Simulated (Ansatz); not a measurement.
**GeBH₅SO: geometry relaxation (part 1 of 2)**

GeBH₅SO, computed with RKS PBE0/def2-mTZVP (Ansatz 0.2.0).

It belongs to a series of runs on one base structure; here: end point B relaxed. Figures and captions count atoms from 1; the log counts them from 0 in places.

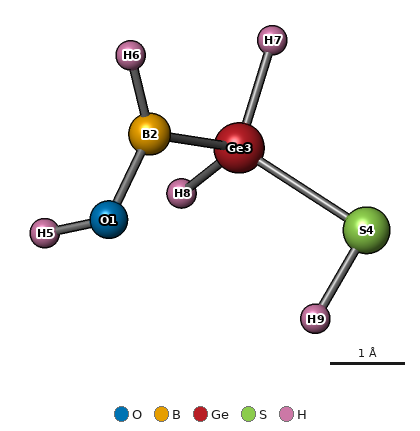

The input geometry (ball-and-stick view, seen at a tilt; atoms are numbered from 1 in the order of the input). Sticks mark near contacts.

**Summary**

- outcome: converged
- total energy: −70146.7497 eV
- mean-field energy: −70146.7497 eV
- largest force (length of the vector) at the end: 0.014 eV/Å
- hardware: 2 threads of AMD EPYC (Zen 5), 24 GiB of memory available, shared host
- wall time: 54 s (CPU time 1.7 min)
- peak memory: 0.29 GiB

**Input file**
```yaml
crystal:
  periodic: [false, false, false]
  atoms:
    - { symbol: O, position_ang: [-0.7416, 1.1927, -1.4876] }
    - { symbol: B, position_ang: [0.2507, 0.977, -0.5136] }
    - { symbol: Ge, position_ang: [0.3787, -0.8423, 0.3225] }
    - { symbol: S, position_ang: [-1.4051, -1.3166, 1.3924] }
    - { symbol: H, position_ang: [-0.3716, 1.0028, -2.3863] }
    - { symbol: H, position_ang: [1.0016, 1.8565, -0.205] }
    - { symbol: H, position_ang: [1.6128, -0.8406, 1.3516] }
    - { symbol: H, position_ang: [0.7118, -1.8861, -0.7711] }
    - { symbol: H, position_ang: [-2.27857, -1.26209, 0.25443] }
basis:
  gaussian: { orbitals: def2-mTZVP }
hamiltonian:
  xc: pbe0
relax:
  f_tol: 0.015
  max_steps: 40
```

Command:
```bash
ansatz run input.yaml --threads 2 --pin off --max-ram 3072MiB --backend cpu --events-out ev --progress --plain --runs-dir out
```

**What the program printed**
```
The last accepted step is kept in [file] (removed where the run ends without a failure and the disk answers)
Engine: ansatz 0.2.0, x86_64-unknown-linux-gnu
Functional definition: PBE0
  parameter a = 0.25
  parameter kappa = 0.804
  parameter beta = 0.06672455060314922
  exchange = (1 - a)*pbe_x(kappa = kappa, mu = beta*pi^2/3) + a*exact_x
  correlation = pbe_c(beta = beta)
1178 factors; integrals over basis functions are off by at most 5.9e-4 eV
mean field evaluation 1: about -70141.5151 eV, gradient 5.0e1 eV
mean field evaluation 2: about -70134.1956 eV, gradient 8.1e1 eV
mean field evaluation 4: about -70145.6409 eV, gradient 2.7e0 eV
mean field evaluation 8: about -70145.6781 eV, gradient 1.7e-1 eV
mean field evaluation 16: about -70145.6782 eV, gradient 3.6e-5 eV
mean field -70145.67819070 eV, -2577.8061270599 hartree, gradient 3.6e-5 eV, S^2 0.000000; 0 other end points of the search recorded, 0 dependent functions left out
the calculation of the forces begins
reference -70145.67822280 eV, -2577.8061282395 hartree; 33, 33 occupied and 83, 83 virtual orbitals, 1178 factors
relax step   1: F+E_penalty+E_count = -70145.67819070 eV  Δ(F+E_penalty+E_count) = +0.000e0 eV  max|allowed force component| = 2.480e0 eV/Å  Δτ_max = 0.0000 Å  (27 SCF iters, accepted)
these checks for a lower state are left out or cut short: starts, cluster_reference, orbital_swaps, neighbouring_geometries, increment
1178 factors; integrals over basis functions are off by at most 5.7e-4 eV
mean field -70145.98597286 eV, -2577.8174378458 hartree, gradient 1.3e-5 eV, S^2 0.000000; 0 other end points of the search recorded, 0 dependent functions left out
[... from here on the field's lines of each further geometry are left out, up to the last ...]
relax step   2: F+E_penalty+E_count = -70145.98597286 eV  Δ(F+E_penalty+E_count) = -3.078e-1 eV  max|allowed force component| = 1.294e0 eV/Å  Δτ_max = 0.1926 Å  (32 SCF iters, accepted)
relax step   3: F+E_penalty+E_count = -70146.15747670 eV  Δ(F+E_penalty+E_count) = -1.715e-1 eV  max|allowed force component| = 1.756e0 eV/Å  Δτ_max = 0.1947 Å  (30 SCF iters, accepted)
relax step   4: F+E_penalty+E_count = -70146.44291633 eV  Δ(F+E_penalty+E_count) = -2.854e-1 eV  max|allowed force component| = 1.423e0 eV/Å  Δτ_max = 0.1904 Å  (30 SCF iters, accepted)
relax step   5: F+E_penalty+E_count = -70146.63501653 eV  Δ(F+E_penalty+E_count) = -1.921e-1 eV  max|allowed force component| = 1.372e0 eV/Å  Δτ_max = 0.2000 Å  (30 SCF iters, accepted)
relax step   6: F+E_penalty+E_count = -70146.69838587 eV  Δ(F+E_penalty+E_count) = -6.337e-2 eV  max|allowed force component| = 5.078e-1 eV/Å  Δτ_max = 0.1648 Å  (30 SCF iters, accepted)
relax step   7: F+E_penalty+E_count = -70146.71785699 eV  Δ(F+E_penalty+E_count) = -1.947e-2 eV  max|allowed force component| = 2.353e-1 eV/Å  Δτ_max = 0.2000 Å  (30 SCF iters, accepted)
relax step   8: F+E_penalty+E_count = -70146.72329373 eV  Δ(F+E_penalty+E_count) = -5.437e-3 eV  max|allowed force component| = 3.197e-1 eV/Å  Δτ_max = 0.1097 Å  (30 SCF iters, accepted)
relax step   9: F+E_penalty+E_count = -70146.72579889 eV  Δ(F+E_penalty+E_count) = -2.505e-3 eV  max|allowed force component| = 1.303e-1 eV/Å  Δτ_max = 0.0460 Å  (31 SCF iters, accepted)
relax step  10: F+E_penalty+E_count = -70146.72746222 eV  Δ(F+E_penalty+E_count) = -1.663e-3 eV  max|allowed force component| = 3.130e-2 eV/Å  Δτ_max = 0.0293 Å  (31 SCF iters, accepted)
relax step  11: F+E_penalty+E_count = -70146.72818480 eV  Δ(F+E_penalty+E_count) = -7.226e-4 eV  max|allowed force component| = 1.684e-2 eV/Å  Δτ_max = 0.0458 Å  (31 SCF iters, accepted)
relax step  12: F+E_penalty+E_count = -70146.72855898 eV  Δ(F+E_penalty+E_count) = -3.742e-4 eV  max|allowed force component| = 1.085e-1 eV/Å  Δτ_max = 0.0947 Å  (30 SCF iters, accepted)
relax step  13: F+E_penalty+E_count = -70146.72925928 eV  Δ(F+E_penalty+E_count) = -7.003e-4 eV  max|allowed force component| = 7.636e-2 eV/Å  Δτ_max = 0.0124 Å  (25 SCF iters, accepted)
relax step  14: F+E_penalty+E_count = -70146.73191569 eV  Δ(F+E_penalty+E_count) = -2.656e-3 eV  max|allowed force component| = 3.151e-2 eV/Å  Δτ_max = 0.0936 Å  (30 SCF iters, accepted)
relax step  15: F+E_penalty+E_count = -70146.73371311 eV  Δ(F+E_penalty+E_count) = -1.797e-3 eV  max|allowed force component| = 1.012e-1 eV/Å  Δτ_max = 0.0852 Å  (30 SCF iters, accepted)
relax step  16: F+E_penalty+E_count = -70146.73078492 eV  Δ(F+E_penalty+E_count) = +2.928e-3 eV  max|allowed force component| = 5.813e-1 eV/Å  Δτ_max = 0.1958 Å  (29 SCF iters, rejected (line search))
relax step  17: F+E_penalty+E_count = -70146.73618095 eV  Δ(F+E_penalty+E_count) = -2.468e-3 eV  max|allowed force component| = 4.160e-2 eV/Å  Δτ_max = 0.0673 Å  (30 SCF iters, accepted)
relax step  18: F+E_penalty+E_count = -70146.73868701 eV  Δ(F+E_penalty+E_count) = -2.506e-3 eV  max|allowed force component| = 1.540e-1 eV/Å  Δτ_max = 0.0975 Å  (30 SCF iters, accepted)
relax step  19: F+E_penalty+E_count = -70146.73664658 eV  Δ(F+E_penalty+E_count) = +2.040e-3 eV  max|allowed force component| = 4.273e-1 eV/Å  Δτ_max = 0.1100 Å  (30 SCF iters, rejected (line search))
relax step  20: F+E_penalty+E_count = -70146.73357000 eV  Δ(F+E_penalty+E_count) = +5.117e-3 eV  max|allowed force component| = 1.970e-1 eV/Å  Δτ_max = 0.0550 Å  (30 SCF iters, rejected (line search))
relax step  21: F+E_penalty+E_count = -70146.74130882 eV  Δ(F+E_penalty+E_count) = -2.622e-3 eV  max|allowed force component| = 5.141e-2 eV/Å  Δτ_max = 0.0271 Å  (31 SCF iters, accepted)
relax step  22: F+E_penalty+E_count = -70146.74385647 eV  Δ(F+E_penalty+E_count) = -2.548e-3 eV  max|allowed force component| = 2.807e-2 eV/Å  Δτ_max = 0.0750 Å  (30 SCF iters, accepted)
relax step  23: F+E_penalty+E_count = -70146.74605222 eV  Δ(F+E_penalty+E_count) = -2.196e-3 eV  max|allowed force component| = 1.660e-1 eV/Å  Δτ_max = 0.1107 Å  (30 SCF iters, accepted)
relax step  24: F+E_penalty+E_count = -70146.74676175 eV  Δ(F+E_penalty+E_count) = -7.095e-4 eV  max|allowed force component| = 1.185e-1 eV/Å  Δτ_max = 0.0382 Å  (31 SCF iters, accepted)
relax step  25: F+E_penalty+E_count = -70146.74756362 eV  Δ(F+E_penalty+E_count) = -8.019e-4 eV  max|allowed force component| = 9.144e-2 eV/Å  Δτ_max = 0.0439 Å  (30 SCF iters, accepted)
relax step  26: F+E_penalty+E_count = -70146.74823038 eV  Δ(F+E_penalty+E_count) = -6.668e-4 eV  max|allowed force component| = 8.737e-2 eV/Å  Δτ_max = 0.0279 Å  (31 SCF iters, accepted)
relax step  27: F+E_penalty+E_count = -70146.74863175 eV  Δ(F+E_penalty+E_count) = -4.014e-4 eV  max|allowed force component| = 6.315e-2 eV/Å  Δτ_max = 0.0347 Å  (30 SCF iters, accepted)
relax step  28: F+E_penalty+E_count = -70146.74884214 eV  Δ(F+E_penalty+E_count) = -2.104e-4 eV  max|allowed force component| = 9.982e-2 eV/Å  Δτ_max = 0.0377 Å  (30 SCF iters, accepted)
relax step  29: F+E_penalty+E_count = -70146.74911192 eV  Δ(F+E_penalty+E_count) = -2.698e-4 eV  max|allowed force component| = 5.851e-2 eV/Å  Δτ_max = 0.0069 Å  (25 SCF iters, accepted)
relax step  30: F+E_penalty+E_count = -70146.74928107 eV  Δ(F+E_penalty+E_count) = -1.691e-4 eV  max|allowed force component| = 1.846e-2 eV/Å  Δτ_max = 0.0086 Å  (25 SCF iters, accepted)
relax step  31: F+E_penalty+E_count = -70146.74939691 eV  Δ(F+E_penalty+E_count) = -1.158e-4 eV  max|allowed force component| = 1.326e-2 eV/Å  Δτ_max = 0.0178 Å  (31 SCF iters, accepted)
relax step  32: F+E_penalty+E_count = -70146.74943666 eV  Δ(F+E_penalty+E_count) = -3.975e-5 eV  max|allowed force component| = 5.453e-2 eV/Å  Δτ_max = 0.0415 Å  (30 SCF iters, accepted)
relax step  33: F+E_penalty+E_count = -70146.74953459 eV  Δ(F+E_penalty+E_count) = -9.793e-5 eV  max|allowed force component| = 2.491e-2 eV/Å  Δτ_max = 0.0068 Å  (24 SCF iters, accepted)
relax step  34: F+E_penalty+E_count = -70146.74962871 eV  Δ(F+E_penalty+E_count) = -9.412e-5 eV  max|allowed force component| = 8.452e-3 eV/Å  Δτ_max = 0.0115 Å  (24 SCF iters, accepted)
relax step  35: F+E_penalty+E_count = -70146.74968536 eV  Δ(F+E_penalty+E_count) = -5.665e-5 eV  max|allowed force component| = 1.209e-2 eV/Å  Δτ_max = 0.0211 Å  (31 SCF iters, accepted)
relax step  36: F+E_penalty+E_count = -70146.74968099 eV  Δ(F+E_penalty+E_count) = +4.374e-6 eV  max|allowed force component| = 3.905e-2 eV/Å  Δτ_max = 0.0342 Å  (30 SCF iters, rejected (line search))
the calculation of the forces begins
reference -70146.74974617 eV, -2577.8455059970 hartree; 33, 33 occupied and 83, 83 virtual orbitals, 1178 factors
relax step  37: F+E_penalty+E_count = -70146.74971494 eV  Δ(F+E_penalty+E_count) = -2.958e-5 eV  max|allowed force component| = 9.584e-3 eV/Å  Δτ_max = 0.0167 Å  (31 SCF iters, accepted)
```

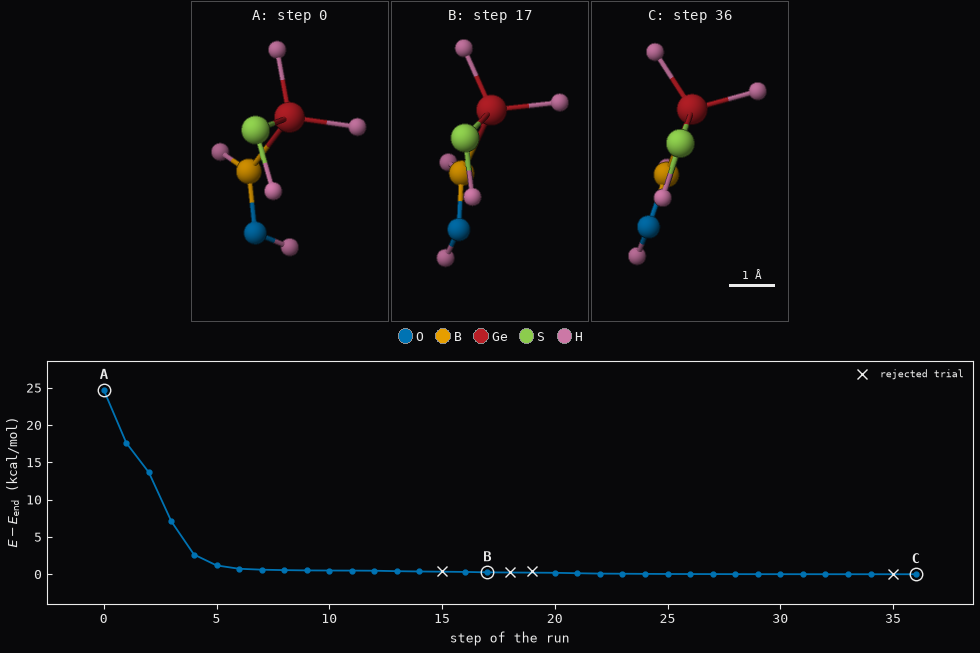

Frames of the relaxation (ball-and-stick view, seen at an oblique angle) above the curves, on which the letters mark them (the first geometry is step 0 here and step 1 in the log).

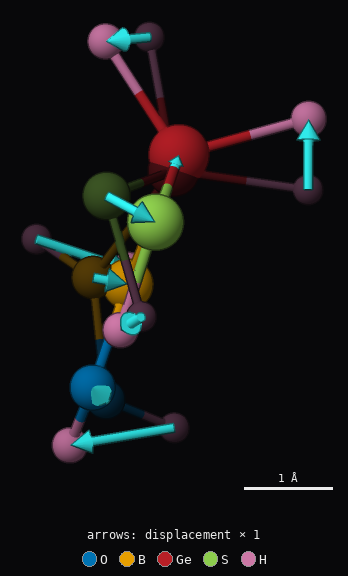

Start (faint) and end (solid) with the displacements as teal arrows, at true length (ball-and-stick view, seen at an oblique angle). The two geometries are laid on each other by the best rigid fit. The energy falls by 24.7 kcal/mol in 36 geometry steps. The largest force component goes from 2.5 to 0.0096 eV/Å. The line search rejected the trial steps at points 15, 18, 19, 35 (counted from 0) and went back. The largest move after the best rigid fit is that of H5, 1.22 Å. By element the largest moves are H 1.22 Å, S 0.64 Å, B 0.40 Å, O 0.37 Å, Ge 0.19 Å. Among the contacts that change: Ge3–S4 2.133 → 2.241 Å, S4–H9 1.436 → 1.353 Å, B2–Ge3 2.006 → 2.074 Å, Ge3–H7 1.607 → 1.543 Å. Among the angles that change: B2–O1–H5 109.6° → 114.1°, B2–Ge3–H7 108.4° → 112.4°, S4–Ge3–H8 112.6° → 108.5°. (Atoms are counted from 1 in the order of the input.)

```
1178 factors; integrals over basis functions are off by at most 6.0e-4 eV
mean field -70146.74971494 eV, -2577.8455048494 hartree, gradient 9.6e-6 eV, S^2 0.000000; 1 other end points of the search recorded, 0 dependent functions left out
the calculation of the forces begins
reference -70146.74974617 eV, -2577.8455059970 hartree; 33, 33 occupied and 83, 83 virtual orbitals, 1178 factors
Total energy: -70146.74974617 eV, -2577.8455059970 hartree
Atom 0 at    -0.897825     1.096787    -1.170965 Å, force     0.001347     0.003059    -0.000796 eV/Å
Atom 1 at     0.347363     0.717240    -0.819165 Å, force    -0.001702    -0.005066     0.002343 eV/Å
Atom 2 at     0.509983    -0.948219     0.406111 Å, force    -0.002500     0.003974    -0.002885 eV/Å
Atom 3 at    -1.544842    -1.688916     0.907625 Å, force    -0.004825     0.005329    -0.005292 eV/Å
Atom 4 at    -0.926630     1.874313    -1.742501 Å, force     0.000972    -0.001775     0.000813 eV/Å
Atom 5 at     1.301160     1.330369    -1.212926 Å, force    -0.000202     0.002441    -0.001592 eV/Å
Atom 6 at     1.240953    -0.637016     1.728624 Å, force    -0.001609    -0.000733    -0.000188 eV/Å
Atom 7 at     1.292528    -2.093656    -0.270850 Å, force    -0.001065    -0.000183     0.000871 eV/Å
Atom 8 at    -2.163959    -0.769592     0.131375 Å, force     0.009584    -0.007047     0.006726 eV/Å
Dipole moment:     0.176500     0.652101    -0.486463 e Å
```

**Trajectory as extended XYZ (Å, eV, eV/Å), 37 frames, from step=1 to step=37**
```
9
Properties=species:S:1:pos:R:3:forces:R:3 step=1 energy=-70145.67819
O    -0.7416    1.1927   -1.4876    1.4953  -0.4142  -0.4456
B     0.2507    0.9770   -0.5136   -0.9264   0.8482  -1.0485
Ge    0.3787   -0.8423    0.3225    2.4725  -0.2481   0.0405
S    -1.4051   -1.3166    1.3924   -2.4804  -0.4678  -0.3511
H    -0.3716    1.0028   -2.3863   -0.7257   0.3872   0.9024
H     1.0016    1.8565   -0.2050   -0.0087   0.2340  -0.0413
H     1.6128   -0.8406    1.3516   -0.8655  -0.1990  -0.4267
H     0.7118   -1.8861   -0.7711   -0.0583  -0.1346   0.0313
H    -2.2786   -1.2621    0.2544    1.0973  -0.0057   1.3388
9
Properties=species:S:1:pos:R:3:forces:R:3 step=2 energy=-70145.98597
O    -0.7367    1.2066   -1.5325    1.2943  -0.6619  -0.5754
B     0.2799    0.9962   -0.6037   -0.9030   0.6659  -0.0999
Ge    0.4329   -0.8462    0.3176    0.5878  -0.4122   0.3046
S    -1.4064   -1.3797    1.4482   -0.6533   0.0581  -0.6190
H    -0.3943    1.1741   -2.4556   -0.6028   0.3721   0.7885
H     0.9619    1.9315   -0.2680    0.1546  -0.0990  -0.1763
H     1.5009   -0.9669    1.4446   -0.0979   0.1096  -0.2688
H     0.7308   -1.9596   -0.7237   -0.0346   0.0293   0.0418
H    -2.2102   -1.2748    0.3304    0.2549  -0.0619   0.6045
9
Properties=species:S:1:pos:R:3:forces:R:3 step=3 energy=-70146.15748
O    -0.7377    1.1028   -1.5691    1.5978  -0.3751  -1.2934
B     0.2433    0.9962   -0.5981   -0.3870   0.2189  -0.3454
Ge    0.4794   -0.8686    0.3356   -0.5137  -0.0648   0.0964
S    -1.4282   -1.3937    1.4395    0.1923   0.0011   0.0895
H    -0.3473    1.3630   -2.4611   -1.0005   0.1548   1.7558
H     0.9395    1.9540   -0.3434    0.0387  -0.2292  -0.1824
H     1.5205   -0.9922    1.4575    0.0766   0.0995   0.0052
H     0.7523   -2.0024   -0.6914    0.0163   0.1478   0.0234
H    -2.2631   -1.2777    0.3878   -0.0204   0.0471  -0.1491
9
Properties=species:S:1:pos:R:3:forces:R:3 step=4 energy=-70146.44292
O    -0.6943    0.9693   -1.6400    1.4227  -0.1554   0.4029
B     0.2346    0.9734   -0.6145   -0.3722  -0.3073  -0.5014
Ge    0.4753   -0.8789    0.3520   -0.6141   0.1189   0.0287
S    -1.4437   -1.3976    1.4474    0.3434  -0.0267   0.2169
H    -0.3555    1.5242   -2.3602   -0.6403   0.3643   0.2015
H     0.9299    1.9459   -0.4081   -0.1406  -0.2416  -0.1815
H     1.5271   -0.9800    1.4605    0.0824   0.0763   0.0801
H     0.7556   -2.0049   -0.6773    0.0123   0.1113   0.0242
H    -2.2704   -1.2699    0.3976   -0.0937   0.0602  -0.2715
9
Properties=species:S:1:pos:R:3:forces:R:3 step=5 energy=-70146.63502
O    -0.5853    0.9385   -1.6430   -0.3331   0.3336  -1.3719
B     0.3077    0.9336   -0.6615    0.6163  -0.0378   0.8040
Ge    0.4214   -0.8633    0.3650   -0.1367   0.0535   0.0695
S    -1.4778   -1.3506    1.4802    0.1196   0.0008   0.0197
H    -0.4450    1.6656   -2.2762   -0.3895  -0.1395   0.3827
H     1.0182    1.8881   -0.4783    0.0391  -0.0896  -0.0234
H     1.4950   -0.8810    1.4614    0.0377  -0.0985   0.0577
H     0.6831   -1.9805   -0.6744    0.0394  -0.0565   0.1232
H    -2.2586   -1.4691    0.3840    0.0072   0.0341  -0.0616
9
Properties=species:S:1:pos:R:3:forces:R:3 step=6 energy=-70146.69839
O    -0.5772    0.9434   -1.6888   -0.0003  -0.2241   0.2586
B     0.3240    0.9126   -0.6771    0.0234   0.2446  -0.5078
Ge    0.4348   -0.8658    0.3816   -0.0332  -0.0857   0.0238
S    -1.4741   -1.3630    1.4524   -0.0369   0.0287   0.0356
H    -0.5774    1.7466   -2.2207    0.0631   0.1083   0.0637
H     1.0633    1.8536   -0.5356   -0.0782  -0.0849   0.1513
H     1.4774   -0.9028    1.5127    0.0004   0.0353  -0.0245
H     0.7242   -2.0189   -0.6041    0.0595  -0.0460   0.0175
H    -2.2362   -1.4243    0.3369    0.0022   0.0240  -0.0184
9
Properties=species:S:1:pos:R:3:forces:R:3 step=7 energy=-70146.71786
O    -0.6157    0.8952   -1.6531    0.1314  -0.0609   0.1079
B     0.3410    0.8761   -0.6941   -0.2353   0.1133  -0.1559
Ge    0.4726   -0.8958    0.3814    0.0769  -0.0399  -0.0941
S    -1.4811   -1.3341    1.3925   -0.0954   0.0301  -0.0944
H    -0.6707    1.7170   -2.1565    0.0368   0.0184   0.0714
H     1.0284    1.8443   -0.5160    0.0229  -0.0366   0.0073
H     1.5013   -0.9058    1.5254   -0.0303   0.0226   0.0082
H     0.7925   -2.0691   -0.5717    0.0344  -0.0473   0.0277
H    -2.2096   -1.2465    0.2494    0.0586   0.0003   0.1219
9
Properties=species:S:1:pos:R:3:forces:R:3 step=8 energy=-70146.72329
O    -0.6252    0.8653   -1.6496   -0.0545   0.3197  -0.1525
B     0.3341    0.8560   -0.7008   -0.0249  -0.0836   0.0107
Ge    0.4991   -0.9256    0.3587    0.0715   0.0112  -0.0675
S    -1.4822   -1.3019    1.3482    0.1343  -0.0576   0.2340
H    -0.7231    1.7165   -2.1070    0.0517  -0.2653   0.1359
H     0.9997    1.8323   -0.4964    0.0020   0.0165   0.0023
H     1.4984   -0.8960    1.5288   -0.0275   0.0040   0.0065
H     0.8600   -2.1258   -0.5502   -0.0245   0.0162   0.0462
H    -2.2021   -1.1396    0.2257   -0.1282   0.0388  -0.2155
9
Properties=species:S:1:pos:R:3:forces:R:3 step=9 energy=-70146.72580
O    -0.6395    0.8722   -1.6505    0.0356   0.1047  -0.0213
B     0.3242    0.8518   -0.7051   -0.0253  -0.0762  -0.0184
Ge    0.5080   -0.9324    0.3481    0.0028  -0.0243   0.0409
S    -1.4674   -1.3263    1.3456   -0.0705   0.0321  -0.1303
H    -0.7217    1.7208   -2.1064   -0.0047  -0.0682   0.0420
H     0.9900    1.8274   -0.4950    0.0012   0.0013  -0.0029
H     1.4851   -0.8896    1.5363    0.0280   0.0141  -0.0298
H     0.8728   -2.1478   -0.5374    0.0048   0.0470   0.0138
H    -2.1927   -1.0947    0.2217    0.0281  -0.0305   0.1062
9
Properties=species:S:1:pos:R:3:forces:R:3 step=10 energy=-70146.72746
O    -0.6456    0.8831   -1.6452   -0.0090   0.0040  -0.0078
B     0.3264    0.8438   -0.7107    0.0140  -0.0026   0.0214
Ge    0.5056   -0.9310    0.3537   -0.0313   0.0058  -0.0201
S    -1.4760   -1.3255    1.3389   -0.0172  -0.0058   0.0102
H    -0.7232    1.7335   -2.0950    0.0043  -0.0011   0.0024
H     1.0095    1.8087   -0.5065    0.0047   0.0118  -0.0120
H     1.4925   -0.8720    1.5326   -0.0085   0.0015  -0.0024
H     0.8773   -2.1418   -0.5293    0.0170  -0.0127  -0.0027
H    -2.2077   -1.1175    0.2189    0.0260  -0.0009   0.0109
```
